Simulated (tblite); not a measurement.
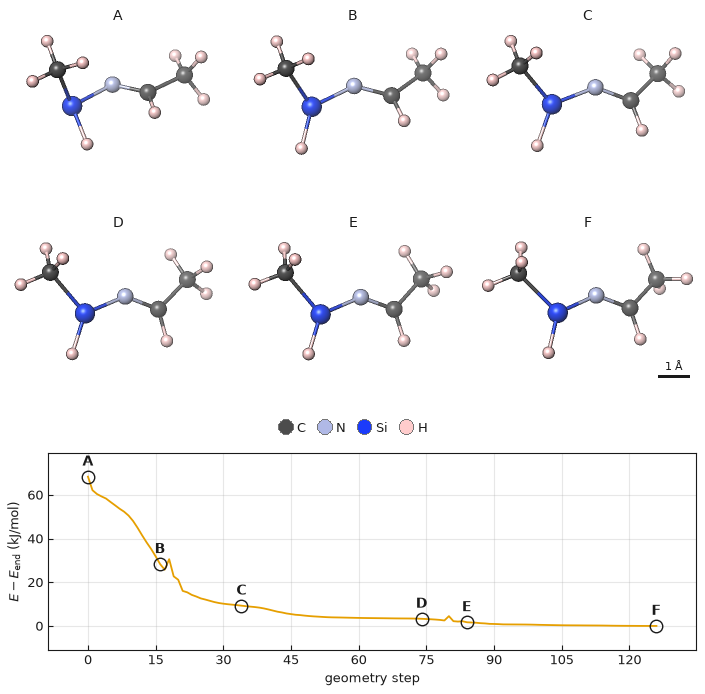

Frames of a relaxation of C3H8NSi (multiplicity 2), marked on the history of the run. Style: ball-and-stick. Shown from a free direction.

All numbers below come from GFN2-xTB geometry optimisation, gas phase in tblite. 

> What happens along the run?

An H atom moves most after the best rigid fit: 1.21 Å. Largest moves by element: H 1.21 Å, Si 1.00 Å, N 0.97 Å, C 0.50 Å. Among the contacts that change: N–Si 1.743 → 1.644 Å, C–Si 1.843 → 1.885 Å, H–Si 1.498 → 1.460 Å, C–H 1.118 → 1.087 Å. Among the angles between lasting bonds that change: N–Si–H 107.4° → 132.3°, C–N–Si 117.5° → 139.7°, N–Si–C 106.7° → 113.6°. After 126 geometry steps the energy has fallen by 68.3 kJ/mol. Cost: 0.5 s on 1 thread of Arm Neoverse V2 (shared host). From step 0 to 16: an H atom moves most (0.70 Å), energy −40.0 kJ/mol. From step 16 to 34: an H atom moves most (0.42 Å), energy −19.0 kJ/mol. From step 34 to 74: an H atom moves most (0.53 Å), energy −6.01 kJ/mol. From step 74 to 84: an H atom moves most (0.33 Å), energy −1.59 kJ/mol. From step 84 to 126: an H atom moves most (0.40 Å), energy −1.68 kJ/mol.

```json
{"step": "0", "E − E(0), kJ/mol": "0.00"}
{"step": "1", "E − E(0), kJ/mol": "-6.22"}
{"step": "2", "E − E(0), kJ/mol": "-7.96"}
{"step": "3", "E − E(0), kJ/mol": "-9.05"}
{"step": "4", "E − E(0), kJ/mol": "-10.02"}
{"step": "5", "E − E(0), kJ/mol": "-11.59"}
{"step": "6", "E − E(0), kJ/mol": "-13.11"}
{"step": "7", "E − E(0), kJ/mol": "-14.67"}
{"step": "8", "E − E(0), kJ/mol": "-16.03"}
{"step": "9", "E − E(0), kJ/mol": "-17.82"}
{"step": "10", "E − E(0), kJ/mol": "-20.30"}
{"step": "16", "E − E(0), kJ/mol": "-40.05"}
{"step": "22", "E − E(0), kJ/mol": "-52.94"}
{"step": "28", "E − E(0), kJ/mol": "-57.39"}
{"step": "34", "E − E(0), kJ/mol": "-59.06"}
{"step": "41", "E − E(0), kJ/mol": "-61.30"}
{"step": "47", "E − E(0), kJ/mol": "-63.37"}
{"step": "53", "E − E(0), kJ/mol": "-64.32"}
{"step": "59", "E − E(0), kJ/mol": "-64.62"}
{"step": "65", "E − E(0), kJ/mol": "-64.80"}
{"step": "71", "E − E(0), kJ/mol": "-64.92"}
{"step": "77", "E − E(0), kJ/mol": "-65.40"}
{"step": "83", "E − E(0), kJ/mol": "-66.17"}
{"step": "89", "E − E(0), kJ/mol": "-67.38"}
{"step": "95", "E − E(0), kJ/mol": "-67.66"}
{"step": "102", "E − E(0), kJ/mol": "-67.91"}
{"step": "108", "E − E(0), kJ/mol": "-68.07"}
{"step": "114", "E − E(0), kJ/mol": "-68.15"}
{"step": "120", "E − E(0), kJ/mol": "-68.29"}
{"step": "126", "E − E(0), kJ/mol": "-68.33"}
```
